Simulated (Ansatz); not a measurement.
# How glassy 68SiO2-14MgO-11ZnO-7BaO (mol %) changes with density

How do energy, pressure, forces, levels, charges and cost follow the density?

Computed with Ansatz 0.2.0: Kohn-Sham DFT, LDA, PAW (set soft_2). Every run is a single point, with the atoms held where the recipe put them (cutoff of the plane-wave runs 420 eV, fermi-dirac smearing of 0.025 eV).

First member: 75 atoms (19 Si, 4 Mg, 3 Zn, 2 Ba, 47 O) placed at random at 2.53 g/cm³, melted at 4000 K for 10 ps at fixed volume with the Morse and Coulomb pair potential with partial charges (Pedone, Malavasi, Menziani, Cormack and Segre, J. Phys. Chem. B 110, 11780 (2006)). Quenched from 4000 K to 300 K at 25 K/ps and fixed volume, held 5 ps, then minimised at fixed cell.

Last member: 75 atoms (19 Si, 4 Mg, 3 Zn, 2 Ba, 47 O) placed at random at 3.37 g/cm³, melted at 4000 K for 10 ps at fixed volume with the Morse and Coulomb pair potential with partial charges (Pedone, Malavasi, Menziani, Cormack and Segre, J. Phys. Chem. B 110, 11780 (2006)). Quenched from 4000 K to 300 K at 25 K/ps and fixed volume, held 5 ps, then minimised at fixed cell.

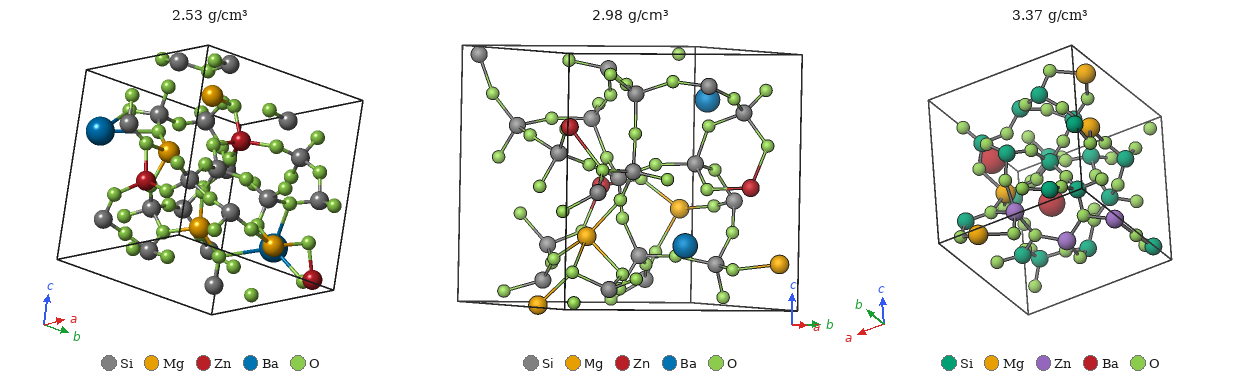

Three members of the series, labelled by density. Bonds to atoms that aren't drawn are left out. Some periodic images of atoms are drawn too.

The members:

| density (g/cm³) | reduced formula | atoms | valence electrons | k-mesh | basis | density (g/cm³) |
| --- | --- | --- | --- | --- | --- | --- |
| 2.53 | Ba2Mg4Zn3Si19O47 | 75 | 454 | 1×1×1 | plane waves | 2.53 |
| 2.67 | Ba2Mg4Zn3Si19O47 | 75 | 454 | 1×1×1 | plane waves | 2.67 |
| 2.811 | Ba2Mg4Zn3Si19O47 | 75 | 454 | 1×1×1 | plane waves | 2.81 |
| 2.98 | Ba2Mg4Zn3Si19O47 | 75 | 454 | 1×1×1 | plane waves | 2.98 |
| 3.148 | Ba2Mg4Zn3Si19O47 | 75 | 454 | 1×1×1 | plane waves | 3.15 |
| 3.373 | Ba2Mg4Zn3Si19O47 | 75 | 454 | 1×1×1 | plane waves | 3.37 |

Each cell is one sample from a classical run, so sample-to-sample scatter enters every column.

The input of the first member, without its atom lines; other members have their own cell and atoms, and may differ in mesh, basis and outputs:

```yaml
crystal:
  lattice:
    - [10.6753, 0.0, 0.0]
    - [0.0, 10.6753, 0.0]
    - [0.0, 0.0, 10.6753]
  atoms:
    [... 75 lines ...]
kpoints:
  mp_grid: { grid: [1, 1, 1] }
hamiltonian:
  xc: lda
scf:
  occupations: { method: fermi_dirac, width: 0.025 }
output:
  forces: true
  stress: true
  populations: true
  dos:
    method: { smearing: { sigma: 0.08 } }
    de: 0.1
    projected: { site_lists: { Ba: [Ba], Mg: [Mg], O: [O], Si: [Si], Zn: [Zn] } }
  eigenvalues: true
  write_density: true
  write_potential: true
  volumetric_format: npy
```

Results; charges are mean Löwdin charges in e:

| density (g/cm³) | energy less the first member's (meV/atom) | pressure (GPa) | r.m.s. force (eV/Å) | gap (eV) | q(Mg) | q(Ba) | q(Si) |
| --- | --- | --- | --- | --- | --- | --- | --- |
| 2.53 | 0.0 | -4.76 | 0.826 | 2.14 | +1.63 | +1.84 | +1.69 |
| 2.67 | -13.7 | -4.94 | 0.819 | 2.58 | +1.63 | +1.83 | +1.69 |
| 2.811 | -31.4 | -4.79 | 0.726 | 2.38 | +1.60 | +1.84 | +1.69 |
| 2.98 | -61.3 | -3.52 | 0.769 | 3.08 | +1.61 | +1.83 | +1.69 |
| 3.148 | -66.8 | -3.84 | 0.845 | 2.85 | +1.61 | +1.82 | +1.67 |
| 3.373 | -51.8 | -1.70 | 0.868 | 2.69 | +1.60 | +1.85 | +1.67 |

The gap is that between the highest filled and lowest empty Kohn-Sham level on the run's k-points; tail or defect levels can set it. Atoms aren't relaxed at this level, so pressure against density here is no equation of state. The projection misses up to 0.076 e an atom, so the charges add up to more than the cell's charge.

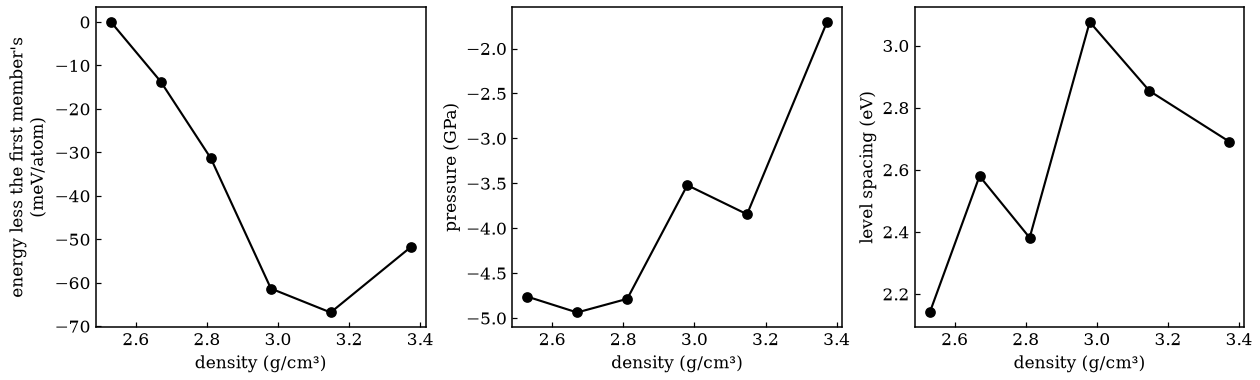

Results against density.

Cost on 8 threads of Arm Neoverse V2, shared host:

| density (g/cm³) | atoms | basis | k-mesh | SCF cycles | time | host memory (GiB) |
| --- | --- | --- | --- | --- | --- | --- |
| 2.53 | 75 | plane waves | 1×1×1 | 11 | 8.4 s | 1.4 |
| 2.67 | 75 | plane waves | 1×1×1 | 10 | 7.5 s | 1.3 |
| 2.811 | 75 | plane waves | 1×1×1 | 10 | 7.1 s | 1.3 |
| 2.98 | 75 | plane waves | 1×1×1 | 10 | 6.9 s | 1.2 |
| 3.148 | 75 | plane waves | 1×1×1 | 10 | 6.5 s | 1.2 |
| 3.373 | 75 | plane waves | 1×1×1 | 10 | 6.3 s | 1.2 |

Times include the outputs that each run asked for, on hosts shared with other jobs.

The energy against the first member is lowest at 3.15 g/cm³ (-66.8 meV/atom) and highest at 2.53 g/cm³ (0.0 meV/atom), falling overall but not at every step; each member is a single configuration. The gap is lowest at 2.53 g/cm³ (2.14 eV) and highest at 2.98 g/cm³ (3.08 eV); in single samples it varies with the configuration. The pressure is lowest at 2.67 g/cm³ (-4.9 GPa) and highest at 3.37 g/cm³ (-1.7 GPa), rising overall but not at every step.

Caveats: Spin–orbit coupling is left out, which matters for the levels of the heavy elements. The quench rate of 25 K/ps is many orders above laboratory rates, so the cell is likely richer in defects and strain than a real sample. The network of bonds at the start is that of the classical potential that made the cell, and needn't be the one that DFT or experiment would give. The cells aren't relaxed by DFT, which could reorder their energies.

[Logs are printed without paths, hosts, clocks, repeated set-up lines and the standing remarks that a program may print on its own settings, such as how far it seeks lower states.]

[Hosts, paths, dates, database ids (printed as entryN), source tags and the programs' standing remarks are cut or masked in the printed files.]
